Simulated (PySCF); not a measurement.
**SiH4S (sulfanylsilane): levels of theory compared**

Aim: a comparison of 5 runs (HF/3-21G, HF/def2-SVPD, PBE0/def2-SVP, M06-2X/6-311+G**, MP2/def2-TZVP) of SiH4S (sulfanylsilane). 

Program for the calculation: PySCF 2.14.0.

## Step 1: The system as given

SiH4S has 6 atoms, charge 0, and is taken as a singlet. SMILES: `[SiH3]S`. The shape is that of a PBE0-D4/def2-TZVP optimisation.

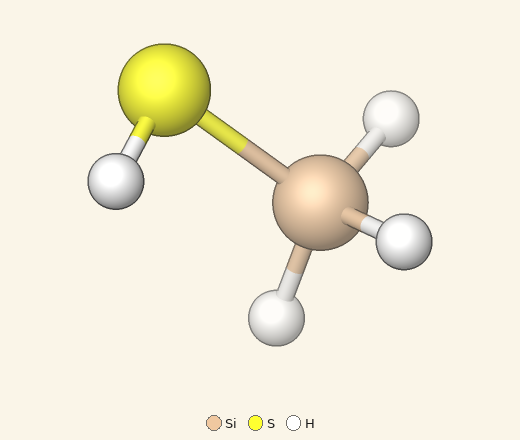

The structure, seen from a chosen angle (silicon light orange, sulfur yellow, hydrogen white).

## Step 2: Energy and forces at HF/3-21G (run 1)

The input, calc.py:

```python
# [SiH3]S
import pyscf.grad
from pyscf import gto

system = gto.Mole()
system.atom = '''
Si    -0.320875    -0.497754    -0.823921
S      1.714549    -0.023811     2.632011
H     -3.079876    -0.140407    -0.456558
H      0.205224    -3.133733    -1.610992
H      0.566540     1.287281    -2.798873
H      0.994185     2.387291     2.971216
'''
system.unit = 'bohr'
system.charge = 0
system.basis = '3-21g'
system.max_memory = 1860
system.verbose = 4
system.build()

mf = system.RHF()
mf.conv_tol = 1e-10
mf.kernel()
if not mf.converged:
    mf = mf.newton().run(mf.mo_coeff, mf.mo_occ)

e_final = mf.e_tot
print('Final energy', e_final)
grad = mf.Gradients().kernel()
mf.analyze()
```

Run with:

```bash
OMP_NUM_THREADS=1 python calc.py
```

Output:

```text
PySCF version 2.14.0

[... 59 lines left out ...]
Final energy -685.2722326048296
[... 22 lines left out ...]
MO #2   energy= -68.3286281737097  occ= 2
[... 7 lines left out ...]
MO #10  energy= -4.2388711556563   occ= 2
[... 7 lines left out ...]
MO #18  energy= 0.119915849128137  occ= 0
[... 7 lines left out ...]
MO #26  energy= 0.518349790642698  occ= 0
[... 7 lines left out ...]
MO #34  energy= 1.35435596678173   occ= 0
[... 43 lines left out ...]
Dipole moment(X, Y, Z, Debye): -1.33142,  1.00079, -1.46642
```

Run time: 1.1 s. Hardware: 1 thread of Intel Xeon at 2.70GHz, shared host; peak memory 0.12 GiB.

## Step 3: Energy and gradient at HF/def2-SVPD (run 2)

The input, job.py:

```python
from pyscf import gto, scf

system = gto.M(
    atom='''
Si      -0.169800      -0.263400      -0.436000
S        0.907300      -0.012600       1.392800
H       -1.629800      -0.074300      -0.241600
H        0.108600      -1.658300      -0.852500
H        0.299800       0.681200      -1.481100
H        0.526100       1.263300       1.572300
''',
    verbose=4,
    basis='def2-svpd',
    max_memory=1860,
    spin=0,
)

calc0 = scf.RHF(system)
calc0.conv_tol = 1e-10
calc0.kernel()
if not calc0.converged:
    calc0 = calc0.newton().run(calc0.mo_coeff, calc0.mo_occ)

energy = calc0.e_tot
print('E(%s) = %.9f' % ('HF', energy))
grad = calc0.nuc_grad_method().kernel()
dip = calc0.dip_moment()
pop, q = calc0.mulliken_pop()
```

Run with:

```bash
OMP_NUM_THREADS=1 python job.py
```

Output:

```text
PySCF version 2.14.0

[... 60 lines left out ...]
converged SCF energy = -688.602947148517
[... 13 lines left out ...]
Dipole moment(X, Y, Z, Debye): -0.72110,  0.71164, -0.69143
[... 90 lines left out ...]
charge of    5H =      0.26176
```

It took 4.8 s on 1 thread of Intel Xeon at 2.70GHz, shared host; peak memory 0.16 GiB.

Runs 3 to 4 aren't shown in full; the table further down has their settings and results.

## Step 4: Energy and gradient at MP2/def2-TZVP (run 5)

The input, job.py:

```python
# [SiH3]S
import pyscf.grad
from pyscf import gto, mp

system = gto.M(
    atom='''
Si    -0.169800    -0.263400    -0.436000
S      0.907300    -0.012600     1.392800
H     -1.629800    -0.074300    -0.241600
H      0.108600    -1.658300    -0.852500
H      0.299800     0.681200    -1.481100
H      0.526100     1.263300     1.572300
''',
    max_memory=1860,
    basis='def2-tzvp',
    verbose=4,
    charge=0,
)

hf = system.RHF()
hf.conv_tol = 1e-10
hf.kernel()
if not hf.converged:
    hf = hf.newton().run(hf.mo_coeff, hf.mo_occ)

pt = mp.MP2(hf, frozen=10).run()
e_final = pt.e_tot
print('E = %.10f Eh' % e_final)
grad = pt.Gradients().kernel()
dip = hf.dip_moment()
pop, q = hf.mulliken_pop()
```

Run with:

```bash
OMP_NUM_THREADS=1 python job.py
```

Output:

```text
PySCF version 2.14.0

[... 60 lines left out ...]
converged SCF energy = -688.83734531517
[... 18 lines left out ...]
Dipole moment(X, Y, Z, Debye): -0.67943,  0.73410, -0.61291
[... 105 lines left out ...]
charge of    5H =      0.14936
```

It took 22 s on 1 thread of Intel Xeon at 2.70GHz, shared host; peak memory 1.2 GiB.

## Step 5: All runs side by side

| run | level | integration grid | frozen core orbitals | energy (Eh) | dipole moment (D) of the reference | HOMO energy (eV) | LUMO energy (eV) | wall time |
| --- | --- | --- | --- | --- | --- | --- | --- | --- |
| 1 | HF/3-21G | – | – | -685.272233 | 2.22 | -10.47 | 3.26 | 1.1 s |
| 2 | HF/def2-SVPD | – | – | -688.602947 | 1.23 | -10.34 | 2.17 | 4.8 s |
| 3 | PBE0/def2-SVP | 5 | – | -689.618142 | 1.21 | -7.38 | 0.52 | 16 s |
| 4 | M06-2X/6-311+G** | 5 | – | -690.070314 | 1.49 | -8.62 | 0.05 | 28 s |
| 5 | MP2/def2-TZVP | – | 10 | -689.132747 | 1.17 | -10.34 | 3.05 | 22 s |

## Step 6: Outcome

| quantity | value |
| --- | --- |
| run 5: total energy | -689.13275 Eh |
| run 5: dipole moment (Hartree–Fock density) | 1.17 D |
| run 5: HOMO energy (Hartree–Fock orbitals) | -10.34 eV |
| run 5: LUMO energy (Hartree–Fock orbitals) | 3.05 eV |
| run 5: HOMO–LUMO gap (Hartree–Fock orbitals) | 13.39 eV |
| run 5: correlation energy (10 core orbitals frozen) | -295.4 mEh |
| run 5: largest force on an atom | 0.217 eV/Å |

In words: Over runs 1, 2, 3, 4 the dipole moment (its size) runs from 1.21 D (PBE0/def2-SVP) to 2.22 D (HF/3-21G). The two ends differ in method and basis. Over runs 1, 2, 3, 4 the HOMO–LUMO gap runs from 7.91 eV (PBE0/def2-SVP) to 13.73 eV (HF/3-21G). Totals of different functionals can't be ranked against each other. All runs together took 71 s, the longest 28 s.
